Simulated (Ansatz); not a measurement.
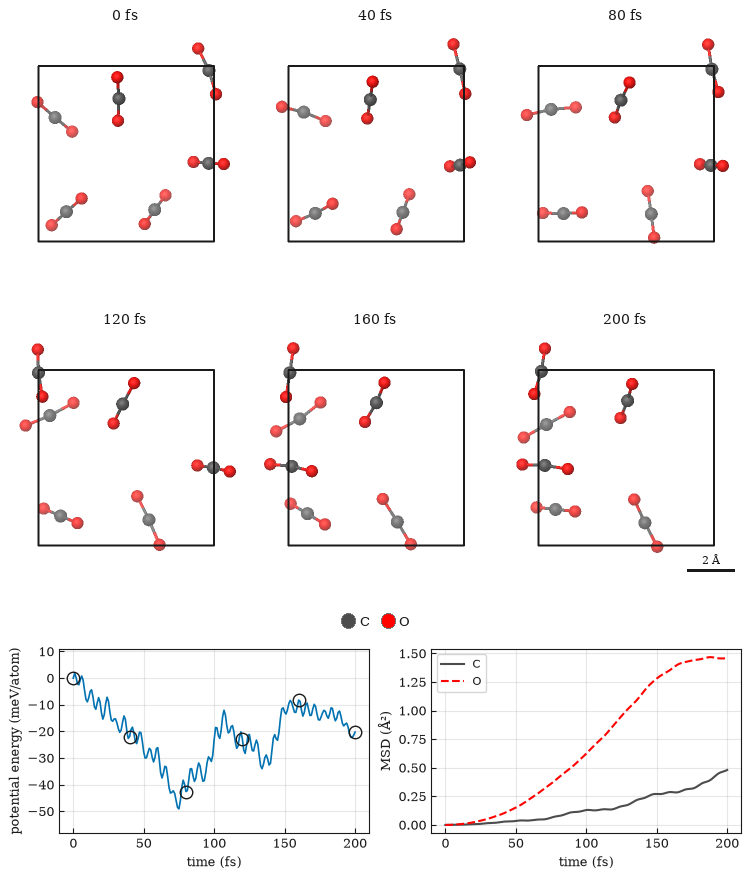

First-principles dynamics of a periodic cell with 6 CO2 at 1.007 g/cm³, 200 fs long. It starts from the last geometry of an earlier run, with fresh velocities. Frames and the history of the run. The picture is a ball-and-stick view of the simulation cell, seen along the a axis. Atoms that leave the cell re-enter on the other side.

Level of theory: DFT PBE-D3(BJ), scalar-relativistic, plane waves, PAW (Ansatz 0.2.0). Run with plane-wave cutoff 150 eV; k-point mesh 1 × 1 × 1; Fermi-Dirac smearing 0.05 eV; constant energy (NVE); velocities drawn for 400 K; time step 1 fs.

Input
```yaml
crystal:
  lattice:
    - [7.580467, 0.0, 0.0]
    - [0.0, 7.580467, 0.0]
    - [0.0, 0.0, 7.580467]
  atoms:
    - { symbol: C, position: [0.08861013, 0.6580336, 0.1772225] }
    - { symbol: O, position: [0.21135284, 0.60117847, 0.09603894] }
    - { symbol: O, position: [-0.02168551, 0.71946751, 0.25954613] }
    - { symbol: C, position: [0.03940936, 0.09048307, 0.70239831] }
    - { symbol: O, position: [0.1185438, -0.00999473, 0.79018698] }
    - { symbol: O, position: [-0.04797613, 0.18782602, 0.62205051] }
    - { symbol: C, position: [0.67479821, 0.45430079, 0.81022993] }
    - { symbol: O, position: [0.77187116, 0.44515751, 0.93166953] }
    - { symbol: O, position: [0.59024727, 0.44870035, 0.6839638] }
    - { symbol: C, position: [0.54305274, -0.03312204, -0.02977367] }
    - { symbol: O, position: [0.47626302, -0.09400419, 0.09563275] }
    - { symbol: O, position: [0.60693778, 0.00763761, -0.16479173] }
    - { symbol: C, position: [0.48879471, 0.96569221, 0.44117918] }
    - { symbol: O, position: [0.62072184, 1.05177108, 0.43754559] }
    - { symbol: O, position: [0.36553062, 0.87910848, 0.44920241] }
    - { symbol: C, position: [0.1075467, 0.15496309, 0.16569534] }
    - { symbol: O, position: [-0.00133705, 0.07111173, 0.08893652] }
    - { symbol: O, position: [0.21482835, 0.24170107, 0.24122711] }
basis:
  ecutwfc: 150.0
kpoints:
  mp_grid: { grid: [1, 1, 1] }
hamiltonian:
  xc: pbe
  dispersion: d3bj
scf:
  occupations: { method: fermi_dirac, width: 0.05 }
  lower_state_search: "off"
  max_iter: 69
md:
  timestep: 1
  n_steps: 200
  ensemble: nve
  temperature: 400.0
  initial_velocities: maxwell_boltzmann
  seed: 781287
```

Launched with:
```bash
ansatz run input.yaml --threads 1 --pin off --max-ram 3072MiB --backend cpu --events-out ev --progress --plain --runs-dir out
```

> Describe the run.

The mean temperature in the second half is 549 K (standard deviation 53 K). The potential energy is still drifting at the end, so the run hasn't reached equilibrium. The potential energy in the second half lies on average 18.4 meV per atom below the first frame. Root-mean-square distances from the starting positions over the second half, with the common drift of all atoms taken out: O 1.09 Å, C 0.51 Å. The heavy atoms stay within a fraction of a molecule's size of their starting places; so short a run doesn't tell a liquid from a solid. The plane-wave cutoff is below what these potentials need, so energies and forces are off.

Limits of the set-up: the cutoff lies below the recommended one; the periodic images lie only 7.6 Å apart, so the values are limited by the cell's size.

Cost: 110 s on 1 thread of Arm Neoverse V1, on a shared host, peak memory 0.27 GiB.
